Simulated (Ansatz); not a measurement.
**CH5ClSi: density, localisation and related maps**

```xyz
8

Si    0.2017    0.0221   -0.0059
Cl    0.6934    0.0695    2.0385
H     1.6025    0.0194   -0.4074
C    -0.7991    1.5109   -0.5533
H    -1.8601    1.2426   -0.6901
H    -0.7348    2.3250    0.1862
H    -0.4123    1.8877   -1.5159
H    -0.4989   -1.2572   -0.3291
```

Not at a stationary point (largest force 1.0 eV/Å).

These are results of Ansatz, RKS B3LYP-D4/def2-SVP, not measurements.

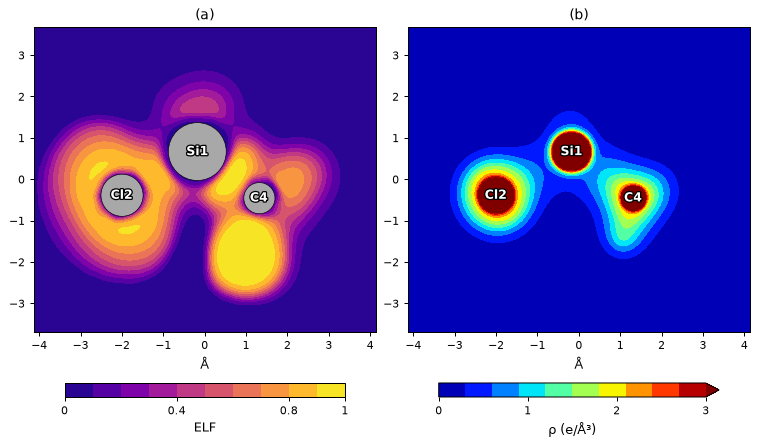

Figure 1. (a) electron localisation function; (b) electron density on the plane of atoms Cl2, Si1 and C4. Grey discs cover the atomic cores in the ELF map.

What does the map show?

Answer.
- The plane passes through Si, Cl and C nuclei.
- C–Si (1.88 Å): the density is about 0.97 e/Å³ at the midpoint; the ELF peaks at about 0.95 between the atoms (a covalent bond).
- Si–Cl (2.10 Å): ρ is about 0.79 e/Å³ halfway; the ELF peaks at about 0.85 between the atoms; a shared but strongly polarised pair.
- The ELF also peaks beside Cl2, away from the bonds: lone-pair regions.

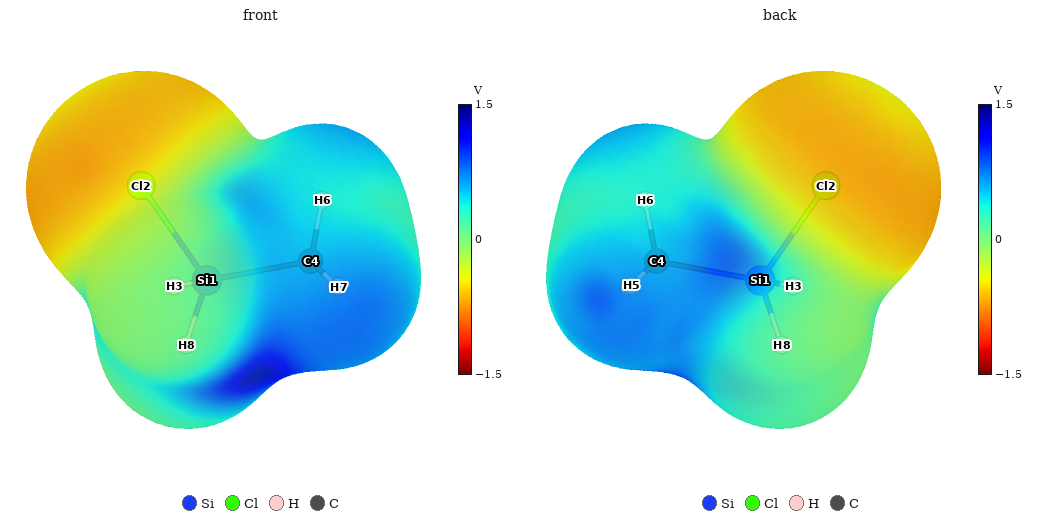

Figure 2. The molecular electrostatic potential painted on the density surface at 0.001 e/bohr³, seen from the front and from behind; red is negative and blue positive.

Describe the electrostatic potential map.

Answer. The most negative region (about −0.7 V) lies over Cl2, the most positive (about +1.3 V) over Si1.

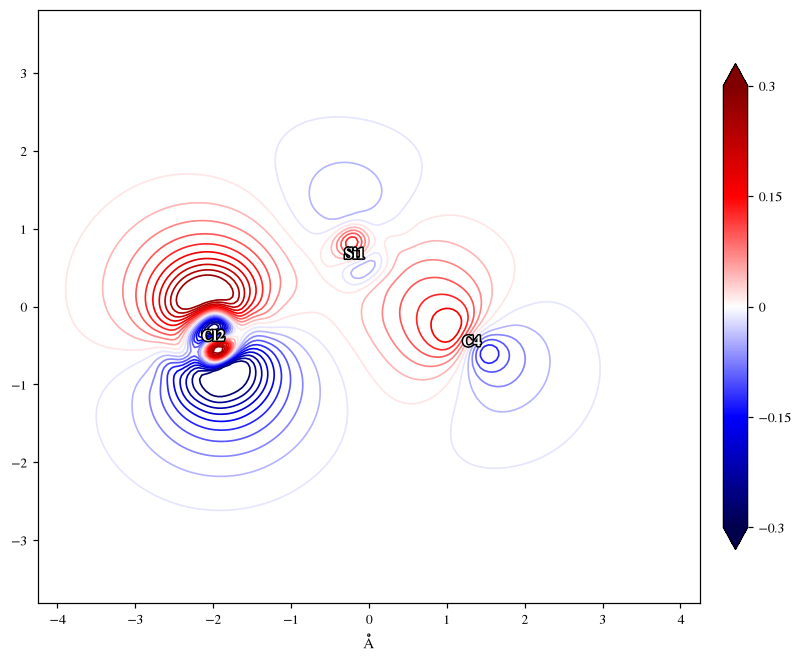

Figure 3. The HOMO on the plane of atoms Cl2, Si1 and C4 (values in Å⁻³ᐟ²; the overall sign is arbitrary).

Describe this orbital and give its energy.

Answer. It lies mainly on Cl2 (about 75 %), Si1 (about 10 %) and H3 (about 10 %); largely a lone pair of Cl2. Its energy is −7.94 eV.

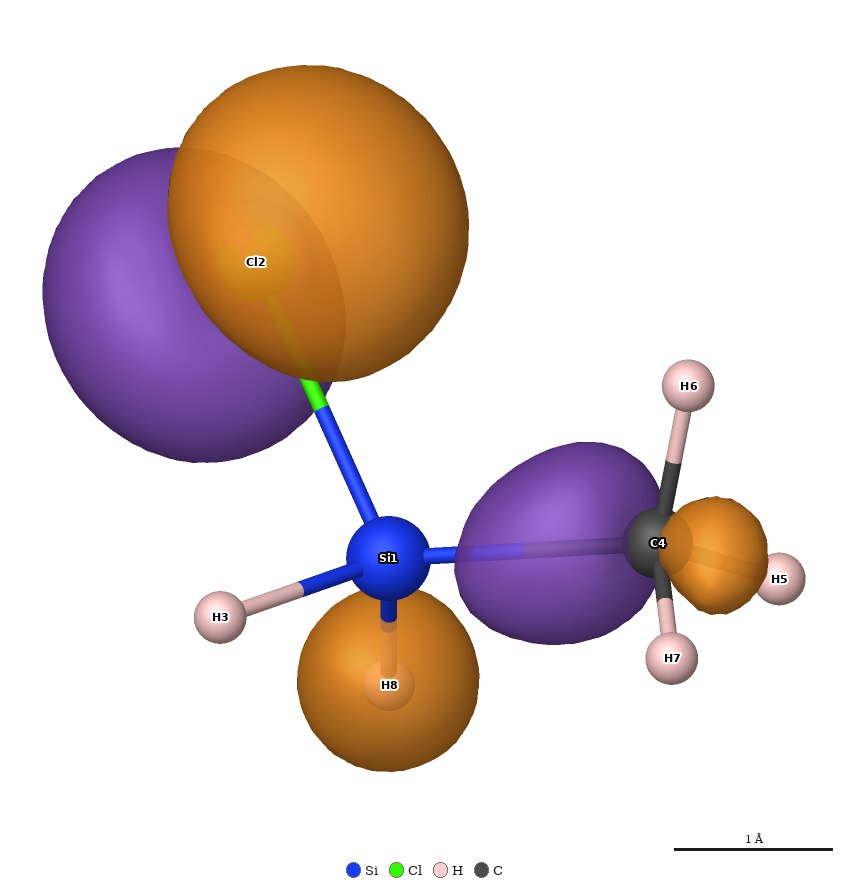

Figure 4. The HOMO−1 at ±0.15 Å⁻³ᐟ² (orange and purple are the two phases), seen at a tilt.

Describe this orbital and give its energy.

Answer. Its weight (Hirshfeld) is mainly on Cl2 (about 75 %), C4 (about 10 %) and H8 (about 5 %); largely a lone pair of Cl2. Its energy is −8.18 eV.
